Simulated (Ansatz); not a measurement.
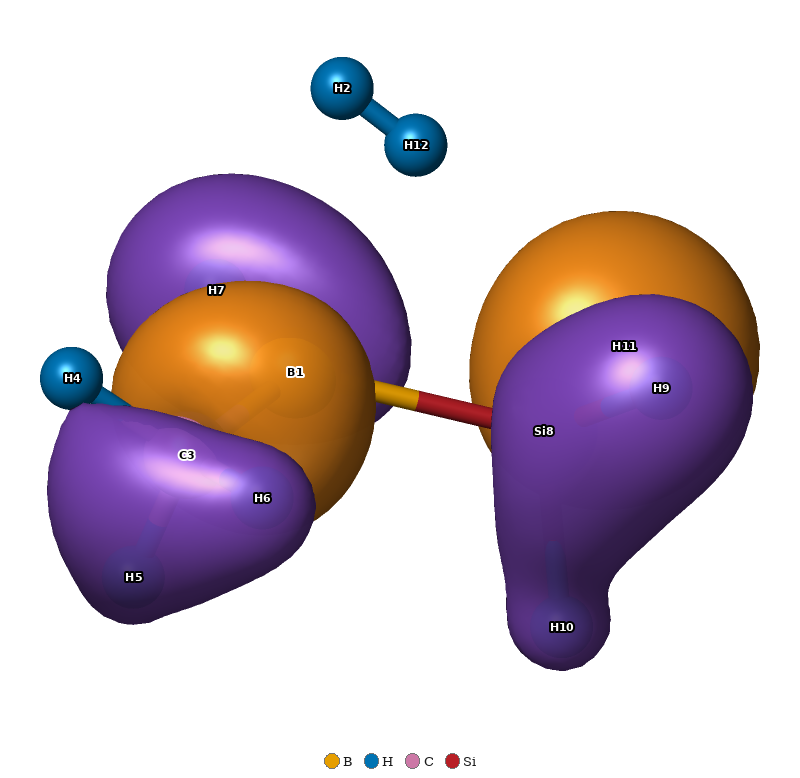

Figure. CH$_{7}$BSi···H$_{2}$. The HOMO−1 at ±0.1 Å⁻³ᐟ² (orange and purple are the two phases), seen at a tilt.

Not at a stationary point (largest force 1.6 eV/Å).

Method: Ansatz, RKS PBE/6-31G*.

```yaml
atoms:
  - { symbol: B, position_ang: [0.1105, 0.5967, -0.2296] }
  - { symbol: H, position_ang: [-0.1244, -0.6120, 1.8188] }
  - { symbol: C, position_ang: [1.4543, -0.0491, -0.7184] }
  - { symbol: H, position_ang: [1.4495, -1.1521, -0.7604] }
  - { symbol: H, position_ang: [1.5163, 0.2847, -1.7802] }
  - { symbol: H, position_ang: [2.3819, 0.3039, -0.2361] }
  - { symbol: H, position_ang: [-0.9235, 0.0365, -0.5159] }
  - { symbol: Si, position_ang: [0.0220, 2.4166, 0.5386] }
  - { symbol: H, position_ang: [0.8779, 2.5698, 1.7720] }
  - { symbol: H, position_ang: [0.5832, 3.4021, -0.4560] }
  - { symbol: H, position_ang: [-1.3584, 2.8982, 0.8933] }
  - { symbol: H, position_ang: [-0.0045, 0.0929, 1.8430] }
```

> Where does this orbital lie, and at what energy?

Its weight (Hirshfeld) is mainly on C3 (about 20 %), Si8 (about 20 %), H11 (about 20 %), B1 (about 20 %), H7 (about 10 %) and H9 (about 5 %). Its energy is −7.54 eV.
